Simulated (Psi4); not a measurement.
**Run report: SiH₂ClO, single-point calculation (part 1 of 2)**

The run: single-point calculation of SiH₂ClO, multiplicity 4, SMILES O[SiH]Cl. Method and program: wB97X/def2-TZVP, UKS (Psi4 1.11).

The geometry is that of the parent species in another charge or spin state. The geometry comes from this level: PBE0-D4/def2-TZVP.

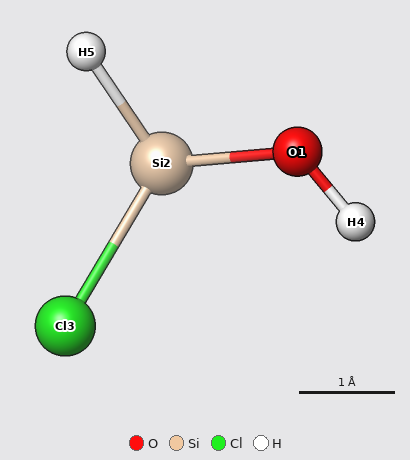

**Figure 1.** The structure as given in the input (ball-and-stick view, seen on its broad side; atoms are numbered from 1 in the order of the input).

### Input file (calc.in)
```
memory 1.6 GB

molecule m {
  0 4
  O
  Si 1 1.639405
  Cl 2 2.06545 1 111.11785
  H 1 0.959402 2 118.3467 3 53.91755
  H 2 1.488242 1 105.25757 4 170.88166
  symmetry c1
  no_reorient
  no_com
}

set {
  basis                def2-TZVP
  reference            uks
  puream               true
  e_convergence        1e-09
  d_convergence        1e-08
  scf_type             pk
  dft_radial_points    99
  dft_spherical_points 590
  maxiter              200
}

E, wfn = energy('wb97x', return_wfn=True)
oeprop(wfn, 'DIPOLE', 'MAYER_INDICES', 'MULLIKEN_CHARGES', title='WB97X')
print_variables()
```

Launch command:
```bash
psi4 -i calc.in -o calc.out -n 1
```

### What the program printed
```
Psi4 1.11 release

  Memory set to   1.490 GiB by Python driver.

   => Loading Basis Set <=

    Name: DEF2-TZVP
    Role: ORBITAL
    Keyword: BASIS

         ---------------------------------------------------------
                                   SCF
                              UKS Reference
                        1 Threads,   1525 MiB Core
         ---------------------------------------------------------

  ==> Geometry <==

    Molecular point group: c1
    Full point group: C1

    Geometry (in Angstrom), charge = 0, multiplicity = 4:

       Center              X                  Y                   Z               Mass
    ------------   -----------------  -----------------  -----------------  -----------------
         O           -0.007435968724     0.830334408057    -1.615731859010    15.994914619570
         SI          -0.007435968724     0.830334408057     0.023673140990    27.976926534650
         CL          -0.007435968724    -1.096402728742     0.767828842562    34.968852682000
         H           -0.689823247232     0.333049139193    -2.071261398234     1.007825032230
         H            1.272266143235     1.481365810911     0.415316943072     1.007825032230

  Running in c1 symmetry.

  Rotational constants: A =      0.75516  B =      0.13693  C =      0.11878 [cm^-1]
  Rotational constants: A =  22639.08273  B =   4105.16940  C =   3560.94656 [MHz]
  Nuclear repulsion =  141.009374423759937

  Charge       = 0
  Multiplicity = 4
  Electrons    = 41
  Nalpha       = 22
  Nbeta        = 19

  ==> Algorithm <==

  SCF Algorithm Type is PK.
  DIIS enabled.
  MOM disabled.
  Fractional occupation disabled.
  Guess Type is SAD.
  Energy threshold   = 1.00e-09
  Density threshold  = 1.00e-08
  Integral threshold = 1.00e-12

  ==> Primary Basis <==

  Basis Set: DEF2-TZVP
    Blend: DEF2-TZVP
    Number of shells: 45
    Number of basis functions: 117
    Number of Cartesian functions: 132
    Spherical Harmonics?: true
    Max angular momentum: 3

  ==> DFT Potential <==

   => LibXC <=

    Version 7.1.2

   => Composite Functional: WB97X <=

    wB97X Hyb-GGA Exchange-Correlation Functional

    Deriv               =              1
    GGA                 =           TRUE
    Meta                =          FALSE

    Exchange Hybrid     =           TRUE
    MP2 Hybrid          =          FALSE

   => Exchange-Correlation Functionals <=

    1.0000   wB97X range-separated functional

   => Exact (HF) Exchange <=

    0.8423            HF,LR [omega = 0.3000]
    0.1577               HF

   => LibXC Density Thresholds  <==

    XC_HYB_GGA_XC_WB97X:  1.00E-14

   => Molecular Quadrature <=

    Radial Scheme          =       TREUTLER
    Pruning Scheme         =           NONE
    Nuclear Scheme         =       TREUTLER

    Blocking Scheme        =         OCTREE
    BS radius alpha        =              1
    Pruning alpha          =              1
    Radial Points          =             99
    Spherical Points       =            590
    Total Points           =         278826
    Total Blocks           =           2105
    Max Points             =            256
    Max Functions          =            114
    Weights Tolerance      =       1.00E-15

  ==> Integral Setup <==

  Using in-core PK algorithm.
   Calculation information:
      Number of atoms:                   5
      Number of AO shells:              45
      Number of primitives:             86
      Number of atomic orbitals:       132
      Number of basis functions:       117

      Integral cutoff                 1.00e-12
      Number of threads:                 1

  Performing in-core PK
  Using 71487468 doubles for integral storage.
  We computed 468141 shell quartets total.
  Whereas there are 536130 unique shell quartets.

  Computing range-separated integrals for PK
  We computed 468141 wK shell quartets total.
  Whereas there are 536130 wK unique shell quartets.

  ==> DiskJK: Disk-Based J/K Matrices <==

    J tasked:                  Yes
    K tasked:                  Yes
    wK tasked:                 Yes
    Omega:               3.000E-01
    Memory [MiB]:             1029
    Schwarz Cutoff:          1E-12

  Cached 14.3% of DFT collocation blocks in 0.103 [GiB].

  Minimum eigenvalue in the overlap matrix is 3.2870851056E-03.
  Reciprocal condition number of the overlap matrix is 6.1599608522E-04.
    Using symmetric orthogonalization.

  ==> Pre-Iterations <==

  SCF Guess: Superposition of Atomic Densities via on-the-fly atomic UHF (no occupation information).

   -------------------------
    Irrep   Nso     Nmo
   -------------------------
     A        117     117
   -------------------------
    Total     117     117
   -------------------------

  ==> Iterations <==

                        Total Energy        Delta E     RMS |[F,P]|

   @UKS iter SAD:  -825.64014684892618   -8.25640e+02   0.00000e+00
   @UKS iter   1:  -825.65308708713144   -1.29402e-02   6.55374e-03 DIIS/ADIIS
   @UKS iter   2:  -824.99443902170333    6.58648e-01   1.17848e-02 DIIS/ADIIS
   @UKS iter   3:  -825.85264327667403   -8.58204e-01   1.77825e-03 DIIS/ADIIS
   @UKS iter   4:  -825.87666827069654   -2.40250e-02   4.94369e-04 DIIS/ADIIS
   @UKS iter   5:  -825.88014177728553   -3.47351e-03   1.49092e-04 DIIS/ADIIS
   @UKS iter   6:  -825.88115748480755   -1.01571e-03   9.73139e-05 DIIS
   @UKS iter   7:  -825.88190563847547   -7.48154e-04   7.69114e-05 DIIS
   @UKS iter   8:  -825.88249630896553   -5.90670e-04   4.88520e-05 DIIS
   @UKS iter   9:  -825.88284845933867   -3.52150e-04   3.67980e-05 DIIS
   @UKS iter  10:  -825.88305767526060   -2.09216e-04   2.99873e-05 DIIS
   @UKS iter  11:  -825.88323478703353   -1.77112e-04   2.64275e-05 DIIS
   @UKS iter  12:  -825.88341748760911   -1.82701e-04   2.52426e-05 DIIS
   @UKS iter  13:  -825.88355797418183   -1.40487e-04   2.38020e-05 DIIS
   @UKS iter  14:  -825.88378574832825   -2.27774e-04   2.20044e-05 DIIS
   @UKS iter  15:  -825.88403003944245   -2.44291e-04   2.15576e-05 DIIS
   @UKS iter  16:  -825.88415078474213   -1.20745e-04   1.89733e-05 DIIS
   @UKS iter  17:  -825.88447809327045   -3.27309e-04   2.24530e-05 DIIS
   @UKS iter  18:  -825.88453396868022   -5.58754e-05   1.60689e-05 DIIS
   @UKS iter  19:  -825.88481401099727   -2.80042e-04   2.99662e-05 DIIS
   @UKS iter  20:  -825.88489227067180   -7.82597e-05   2.27660e-05 DIIS
   @UKS iter  21:  -825.88499417911396   -1.01908e-04   2.63476e-05 DIIS
   @UKS iter  22:  -825.88500487918725   -1.07001e-05   1.77995e-05 DIIS
   @UKS iter  23:  -825.88515986728999   -1.54988e-04   2.42492e-05 DIIS
   @UKS iter  24:  -825.88520541028481   -4.55430e-05   1.39294e-05 DIIS
   @UKS iter  25:  -825.88530639995690   -1.00990e-04   1.48225e-05 DIIS
   @UKS iter  26:  -825.88532145115312   -1.50512e-05   6.88603e-06 DIIS
   @UKS iter  27:  -825.88536071496890   -3.92638e-05   1.46172e-05 DIIS
   @UKS iter  28:  -825.88535884478722    1.87018e-06   5.40445e-06 DIIS
   @UKS iter  29:  -825.88537071055077   -1.18658e-05   6.94557e-06 DIIS
   @UKS iter  30:  -825.88537189194449   -1.18139e-06   7.25575e-06 DIIS
   @UKS iter  31:  -825.88537110992957    7.82015e-07   5.80850e-06 DIIS
   @UKS iter  32:  -825.88538134349267   -1.02336e-05   5.83084e-06 DIIS
   @UKS iter  33:  -825.88539495246823   -1.36090e-05   4.00356e-06 DIIS
   @UKS iter  34:  -825.88539829170622   -3.33924e-06   3.70226e-06 DIIS
   @UKS iter  35:  -825.88540136751374   -3.07581e-06   2.12051e-06 DIIS
   @UKS iter  36:  -825.88540176395907   -3.96445e-07   1.18090e-06 DIIS
   @UKS iter  37:  -825.88540196408758   -2.00129e-07   8.75623e-07 DIIS
   @UKS iter  38:  -825.88540205728384   -9.31963e-08   7.27415e-07 DIIS
   @UKS iter  39:  -825.88540208053644   -2.32526e-08   5.46287e-07 DIIS
   @UKS iter  40:  -825.88540210511792   -2.45815e-08   4.00349e-07 DIIS
   @UKS iter  41:  -825.88540214930526   -4.41873e-08   2.89785e-07 DIIS
   @UKS iter  42:  -825.88540216568583   -1.63806e-08   1.70659e-07 DIIS
   @UKS iter  43:  -825.88540216967374   -3.98791e-09   1.32889e-07 DIIS
   @UKS iter  44:  -825.88540217585444   -6.18070e-09   9.40948e-08 DIIS
   @UKS iter  45:  -825.88540217974537   -3.89093e-09   6.11352e-08 DIIS
   @UKS iter  46:  -825.88540218313983   -3.39446e-09   4.08227e-08 DIIS
   @UKS iter  47:  -825.88540218449634   -1.35651e-09   2.61022e-08 DIIS
   @UKS iter  48:  -825.88540218509172   -5.95378e-10   2.02003e-08 DIIS
   @UKS iter  49:  -825.88540218549565   -4.03929e-10   1.31354e-08 DIIS
   @UKS iter  50:  -825.88540218561116   -1.15506e-10   8.65628e-09 DIIS
  Energy and wave function converged.

  ==> Post-Iterations <==

   Electrons on quadrature grid:
      Nalpha   =   22.0000004983 ; deviation = 4.983e-07
      Nbeta    =   19.0000004297 ; deviation = 4.297e-07
      Ntotal   =   41.0000009281 ; deviation = 9.281e-07

   @Spin Contamination Metric:   9.285338779E-03
   @S^2 Expected:                3.750000000E+00
   @S^2 Observed:                3.759285339E+00
   @S   Expected:                1.500000000E+00
   @S   Observed:                1.500000000E+00

    Orbital Energies [Eh]
    ---------------------

    Alpha Occupied:

       1A   -101.612952     2A    -66.148891     3A    -19.238351
       4A     -9.658999     5A     -7.426174     6A     -7.412578
       7A     -7.408715     8A     -5.405162     9A     -3.764682
      10A     -3.761315    11A     -3.757545    12A     -1.176035
      13A     -1.061739    14A     -0.711798    15A     -0.632467
      16A     -0.584124    17A     -0.546670    18A     -0.527385
      19A     -0.511177    20A     -0.492796    21A     -0.312881
      22A     -0.134550

    Alpha Virtual:
```
